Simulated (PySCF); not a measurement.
# C5H10AsB: electronic excitations

Aim: predict the electronic excitations of C5H10AsB (`CC#C[C@@H]1[BH2-][AsH2+]C1`).

Computed with PySCF 2.14.0, with density-fitted response routines of our own, on a single molecule in the gas phase. Atoms count from 0, in the outputs and in this text.

## 1. The starting structure

17 atoms, charge 0, multiplicity 1; geometry from: GFN2-xTB.

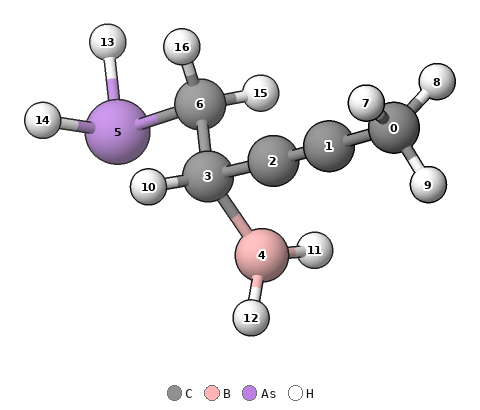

The starting geometry (carbon grey, boron pink, arsenic purple, hydrogen white), atoms numbered.

The optimised geometry no longer has the bonds of the starting formula, so what follows describes that rearranged structure.

## 2. TDDFT and polarisability: B3LYP/def2-SVPD

Job settings and geometry (Å):

```
{"job": {"kind": "uv", "xc": "B3LYP", "basis": "def2-SVPD", "nstates": 8, "ntriplets": 3}, "charge": 0, "multiplicity": 1}
C      3.364899     0.011107     0.129502
C      1.938773    -0.028212     0.363290
C      0.752884    -0.030941     0.577606
C     -0.696869    -0.040445     0.769375
B     -0.498962    -1.586711     0.905245
As    -3.395611     0.382516    -0.194883
C     -1.429975     0.549607    -0.429464
H      3.801580     0.880288     0.621975
H      3.569189     0.068824    -0.939697
H      3.830465    -0.889367     0.530665
H     -0.943741     0.516136     1.678365
H     -0.552171    -2.260969    -0.050640
H     -0.253066    -2.052675     1.950442
H     -3.711729     1.406341    -1.256190
H     -3.479088     1.477123     0.838152
H     -1.146363     0.008207    -1.336435
H     -1.157213     1.601202    -0.569369
```

Method: TDDFT B3LYP/def2-SVPD, vertical, gas phase, core orbitals frozen in the response.

Started as:

```sh
$ OMP_NUM_THREADS=1 python probes_run.py task.json out
```

This one command runs all jobs of the session in turn.

Predict these results of the whole session: lowest singlet (B3LYP/def2-SVPD); brightest single state of those computed; lowest triplet; surface potential, least and greatest.

The runs gave:

| quantity | value |
| --- | --- |
| lowest singlet (B3LYP/def2-SVPD) | 4.95 eV (251 nm), f = 0.012 |
| brightest single state of those computed | state 3, 5.44 eV, f = 0.139 |
| lowest triplet | 4.23 eV |
| surface potential, least and greatest | -0.68 V and 1.03 V |

What this shows: The structure rearranged or came apart on optimisation; the results belong to the end geometry, not to the formula as drawn. The lowest singlet, at 4.95 eV, is HOMO−2→LUMO 0.52, HOMO→LUMO 0.41 and is weak; of the 8 states computed, the strongest absorption comes from state 3 at 5.44 eV (the last state computed is bright too, and its partners may lie past the list). The lowest triplet lies 0.71 eV below the lowest singlet (triplets in Tamm-Dancoff, singlets in full TDDFT). By nearest atom (B3LYP/def2-SVPD), the HOMO sits on As5 58 %; C6 11 % and the LUMO on B4 35 %; C1 20 %.
